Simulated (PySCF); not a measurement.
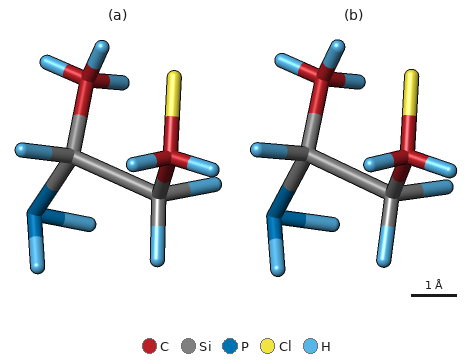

The structure of C₂H₁₀ClPSi₂ before (left) and after (right) a relaxation, at one scale.

Style: stick. Shown from a free direction.

The start comes from GFN2-xTB.

Method: PBE0-D3(BJ)/def2-SVP geometry optimisation, gas phase in PySCF. 

> Summarise the run.

Over 6 geometry steps the energy falls by 3.53 kcal/mol. The largest force component goes from 1.1 to 0.018 eV/Å. The atom that moves furthest after the best rigid fit is an H atom (0.22 Å). Largest moves by element: H 0.22 Å, P 0.10 Å, Si 0.06 Å, Cl 0.04 Å, C 0.04 Å. Some distances before and after: H–P 1.383 → 1.431 Å, H–Si 1.469 → 1.496 Å, C–Si 1.907 → 1.881 Å, P–Si 2.255 → 2.278 Å. Among the angles between lasting bonds that change: Si–Si–H 115.7° → 110.7°, Si–Si–H 114.5° → 110.3°, P–Si–Si 114.4° → 110.4°.
